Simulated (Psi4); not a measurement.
**doublet GeF3 at 3 levels**

We compute a comparison of 3 runs (U-wB97X/cc-pVDZ, UB2PLYP/cc-pVDZ, UMP3/cc-pVDZ) of doublet GeF3. 

Program for the calculation: Psi4 1.11.

4 further runs of the same task are left out: 2 that didn't finish, 2 set aside as unsound or not needed.

## Step 1: Starting point

The species is GeF3 (4 atoms), meant as a doublet with charge 0. SMILES of the parent species: `[F][Ge-]([F])[F]`. The shape comes from GFN2-xTB, which is rough for such elements, and wasn't checked as a minimum. That shape belongs to the parent species and isn't relaxed for this state.

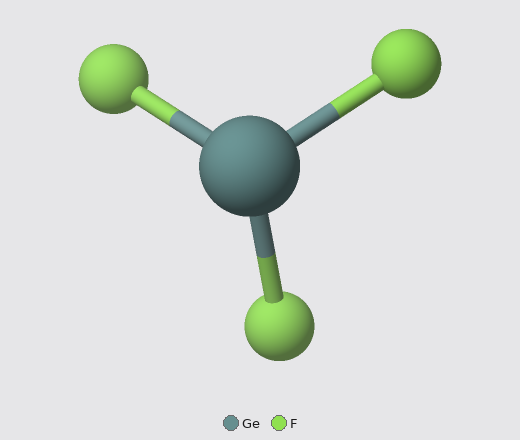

The structure, seen from a chosen angle (germanium teal, fluorine green).

## Step 2: Energy and forces at U-wB97X/cc-pVDZ (run 1)

f3ge.xyz

```xyz
4
F3Ge
Ge    -0.007690     0.004630     0.667770
F      1.806220    -0.034700    -0.209550
F     -0.868040     1.590930    -0.240550
F     -0.930480    -1.560860    -0.217670
```

job.py

```python
import psi4

psi4.set_memory('1600 MB')
psi4.set_num_threads(1)
psi4.set_output_file('output.dat', False)

with open('f3ge.xyz') as f:
    atoms = ''.join(f.readlines()[2:])
molecule = psi4.geometry('0 2\n' + atoms + 'symmetry c1\nno_reorient\nno_com')

options = {'reference': 'uks', 'puream': True, 'e_convergence': 1e-09, 'd_convergence': 1e-08, 'scf_type': 'pk', 'dft_radial_points': 99, 'dft_spherical_points': 590, 'maxiter': 200}
psi4.set_options(options)

energy_value = psi4.gradient("wb97x/cc-pVDZ", molecule=molecule)
print('gradient / Eh bohr^-1')
print(energy_value.np.round(6))
```

The run is started by

```bash
$ python job.py
```

output.dat:

```text
[...]
  Running in c1 symmetry.
[...]
  Nuclear repulsion =  267.422101407045716
[...]
  Multiplicity = 2
[...]
  Nalpha       = 30
  Nbeta        = 29
[...]
    Number of basis functions: 69
[...]
   @UKS iter   1: -2376.12232448880468   -4.68108e+00   1.33981e-02 ADIIS/DIIS
[...]
   @UKS iter  16: -2376.46655763099534   -5.91172e-12   9.24658e-09 DIIS
[...]
   @S^2 Observed:                7.699881103E-01
[...]
  @UKS Final Energy: -2376.46655763099534
   => Energetics <=
    Nuclear Repulsion Energy =            267.4221014070457159
    One-Electron Energy =               -3843.6749990591788446
    Two-Electron Energy =                1285.0104893864674978
    DFT Exchange-Correlation Energy =     -85.2241493653293816
    Empirical Dispersion Energy =           0.0000000000000000
    VV10 Nonlocal Energy =                  0.0000000000000000
    Total Energy =                      -2376.4665576309948847
[...]
 Multipole Moments:
 ------------------------------------------------------------------------------------
     Multipole            Electronic (a.u.)      Nuclear  (a.u.)        Total (a.u.)
 ------------------------------------------------------------------------------------
 L = 1.  Multiply by 2.5417464519 to convert [e a0] to [Debye]
 Dipole X            :          0.3159951           -0.3340658           -0.0180707
 Dipole Y            :         -0.1910475            0.2012369            0.0101894
 Dipole Z            :        -27.5410150           29.0237555            1.4827405
 Magnitude           :                                                    1.4828857
[...]
  -Total Gradient:
     Atom            X                  Y                   Z
    ------   -----------------  -----------------  -----------------
       1       -0.001597451601     0.000741893731     0.113093220573
       2        0.066748429716    -0.001425184029    -0.037283142170
       3       -0.031382722108     0.058420639043    -0.038264017589
       4       -0.033648877707    -0.057765332414    -0.037504573373
[...]
```

On the terminal:

```text
gradient / Eh bohr^-1
[[-0.001597  0.000742  0.113093]
 [ 0.066748 -0.001425 -0.037283]
 [-0.031383  0.058421 -0.038264]
 [-0.033649 -0.057765 -0.037505]]
```

Wall time 83 s (1 thread of Intel Xeon at 2.80GHz (Skylake/Cascade Lake), shared host); peak memory 0.81 GiB.

## Step 3: The energy at UB2PLYP/cc-pVDZ (density fitting for correlation) (run 2)

input.inp

```
memory 1600 MB

molecule {
  0 2
  Ge
  F 1 r2
  F 1 r3 2 a3
  F 1 r4 2 a4 3 d4

  r2 = 2.015318
  r3 = 2.020296
  a3 = 101.70637
  r4 = 2.021461
  a4 = 101.83419
  d4 = 105.63847
  units angstrom
  symmetry c1
  no_reorient
  no_com
}

set basis cc-pVDZ
set reference uks
set puream true
set e_convergence 1e-09
set d_convergence 1e-08
set scf_type pk
set dft_radial_points 99
set dft_spherical_points 590
set num_frozen_docc 12
set maxiter 200

e, wfn = energy('b2plyp', return_wfn=True)
```

The run is started by

```bash
$ psi4 -n 1 input.inp input.out
```

input.out:

```text
[...]
  Running in c1 symmetry.
[...]
  Nuclear repulsion =  267.422089090465761
[...]
  Multiplicity = 2
[...]
  Nalpha       = 30
  Nbeta        = 29
[...]
    Number of basis functions: 69
[...]
   @UKS iter   1: -2375.34321198715679   -4.84921e+00   1.30869e-02 DIIS/ADIIS
[...]
   @UKS iter  17: -2375.65049835144828   -1.81899e-12   4.29828e-09 DIIS
[...]
   @S^2 Observed:                7.850325336E-01
[...]
    Orbital Energies [Eh]
    ---------------------
    Alpha Occupied:
       1A   -401.668242     2A    -50.960276     3A    -45.301860
       4A    -45.300904     5A    -45.300894     6A    -25.368172
       7A    -25.368018     8A    -25.367276     9A     -6.792230
      10A     -4.881210    11A     -4.877612    12A     -4.877548
      13A     -1.551117    14A     -1.551104    15A     -1.550105
      16A     -1.547763    17A     -1.547651    18A     -1.315496
      19A     -1.306839    20A     -1.306278    21A     -0.661084
      22A     -0.545336    23A     -0.544423    24A     -0.509532
      25A     -0.497352    26A     -0.497248    27A     -0.484659
      28A     -0.484223    29A     -0.482316    30A     -0.424985
    Alpha Virtual:
[...]
  @UKS Final Energy: -2375.65049835144828
   => Energetics <=
    Nuclear Repulsion Energy =            267.4220890904657608
    One-Electron Energy =               -3843.9696086840308453
    Two-Electron Energy =                1253.4543284880910505
    DFT Exchange-Correlation Energy =     -52.5573072459744068
    Empirical Dispersion Energy =           0.0000000000000000
    VV10 Nonlocal Energy =                  0.0000000000000000
    Total Energy =                      -2375.6504983514482774
[...]
 Multipole Moments:
 ------------------------------------------------------------------------------------
     Multipole            Electronic (a.u.)      Nuclear  (a.u.)        Total (a.u.)
 ------------------------------------------------------------------------------------
 L = 1.  Multiply by 2.5417464519 to convert [e a0] to [Debye]
 Dipole X            :         -2.7351923            1.5769884           -1.1582039
 Dipole Y            :         -2.0752116            1.1959823           -0.8792294
 Dipole Z            :         -1.7143760            0.9856690           -0.7287070
 Magnitude           :                                                    1.6264976
[...]
```

Wall time 20 s (1 thread of Intel Xeon at 2.80GHz (Skylake/Cascade Lake), shared host); peak memory 0.79 GiB.

## Step 4: A single-point energy at UMP3/cc-pVDZ (run 3)

job.py

```python
import psi4

psi4.set_memory(1600000000)
psi4.set_num_threads(1)
psi4.core.set_output_file('output.dat', False)

molecule = psi4.geometry("""
0 2
Ge    -0.01453199     0.00874943     1.26190241
F      3.41326112    -0.06557350    -0.39599211
F     -1.64035787     3.00642198    -0.45457362
F     -1.75835236    -2.94959792    -0.41133669
units bohr
symmetry c1
no_reorient
no_com
""")

psi4.set_options({
    'basis': 'cc-pVDZ',
    'reference': 'uhf',
    'puream': True,
    'e_convergence': 1e-09,
    'd_convergence': 1e-08,
    'scf_type': 'pk',
    'num_frozen_docc': 12,
    'maxiter': 200,
    'mp_type': 'conv',
})

energy_value, wavefunction = psi4.energy('mp3', return_wfn=True)
print(f'total energy {energy_value:.8f} hartree = {energy_value * 27.211386:.5f} eV')
for k, v in sorted(psi4.core.scalar_variables().items()):
    print(f'{k:45s} {v:18.10f}')
```

The run is started by

```bash
$ python job.py
```

output.dat:

```text
[...]
  Running in c1 symmetry.
[...]
  Nuclear repulsion =  267.422101648698742
[...]
  Multiplicity = 2
[...]
  Nalpha       = 30
  Nbeta        = 29
[...]
    Number of basis functions: 69
[...]
   @UHF iter   1: -2373.35231076881519   -5.76132e+00   1.25398e-02 ADIIS/DIIS
[...]
   @UHF iter  22: -2373.62527075203388   -3.63798e-12   9.54620e-09 DIIS
[...]
   @S^2 Observed:                8.271855613E-01
[...]
    Orbital Energies [Eh]
    ---------------------
    Alpha Occupied:
       1A   -405.482301     2A    -52.375360     3A    -46.464615
       4A    -46.463307     5A    -46.463278     6A    -26.302172
       7A    -26.301614     8A    -26.299298     9A     -7.387674
      10A     -5.361834    11A     -5.356482    12A     -5.356350
      13A     -1.825926    14A     -1.825904    15A     -1.824640
      16A     -1.822058    17A     -1.821912    18A     -1.554680
      19A     -1.546977    20A     -1.544887    21A     -0.777764
      22A     -0.673302    23A     -0.670815    24A     -0.643889
      25A     -0.634159    26A     -0.633885    27A     -0.619683
      28A     -0.618471    29A     -0.617888    30A     -0.524754
    Alpha Virtual:
[...]
  @UHF Final Energy: -2373.62527075203388
   => Energetics <=
    Nuclear Repulsion Energy =            267.4221016486987423
    One-Electron Energy =               -3843.6402136871392941
    Two-Electron Energy =                1202.5928412864063830
    Total Energy =                      -2373.6252707520343392
  UHF NO Occupations:
  HONO-2 :   28  A 1.9871852
  HONO-1 :   29  A 1.9858318
[...]
 Multipole Moments:
 ------------------------------------------------------------------------------------
     Multipole            Electronic (a.u.)      Nuclear  (a.u.)        Total (a.u.)
 ------------------------------------------------------------------------------------
 L = 1.  Multiply by 2.5417464519 to convert [e a0] to [Debye]
 Dipole X            :          0.3000680           -0.3340657           -0.0339977
 Dipole Y            :         -0.1903294            0.2012368            0.0109074
 Dipole Z            :        -27.1458207           29.0237553            1.8779346
 Magnitude           :                                                    1.8782740
[...]
	SCS-MP2 Total Energy (a.u.)        : -2374.26960248709202
	SOS-MP2 Total Energy (a.u.)        : -2374.25600521489514
[...]
	SOS-PI-MP2 Total Energy (a.u.)     : -2374.30452325049964
[...]
	MP2 Total Energy (a.u.)            : -2374.29679703148486
[...]
	SCS-MP3 Total Energy (a.u.)        : -2374.26640064432922
[...]
	MP3 Total Energy (a.u.)            : -2374.28398966043460
[...]
```

It took 18 s on 1 thread of Intel Xeon at 2.80GHz (Skylake/Cascade Lake), shared host; peak memory 0.42 GiB.

## Step 5: Overview of the runs

```tsv
run	level	task	frozen core orbitals	energy (Eh)	HOMO energy (eV)	LUMO energy (eV)	⟨S²⟩	wall time
1	U-wB97X/cc-pVDZ	gradient	0	-2376.466558	-12.25	-5.00	0.770	83 s
2	UB2PLYP/cc-pVDZ (density fitting for correlation)	energy	12	-2375.876903	-11.56	-5.57	0.785	20 s
3	UMP3/cc-pVDZ	energy	12	-2374.283990	-14.28	-3.10	0.827	18 s
```

## Step 6: Results

| quantity | value |
| --- | --- |
| run 3: total energy | -2374.28399 Eh |
| run 3: HOMO energy (Hartree–Fock orbitals) (highest over α and β) | -14.28 eV |
| run 3: LUMO energy (Hartree–Fock orbitals) (lowest over α and β) | -3.10 eV |
| run 3: correlation energy (12 core orbitals frozen) | -658.7 mEh |
| run 3: ⟨S²⟩ of the reference determinant | 0.827 |

In words: Totals of different functionals can't be ranked against each other. All runs together took 2 min, the longest 83 s.
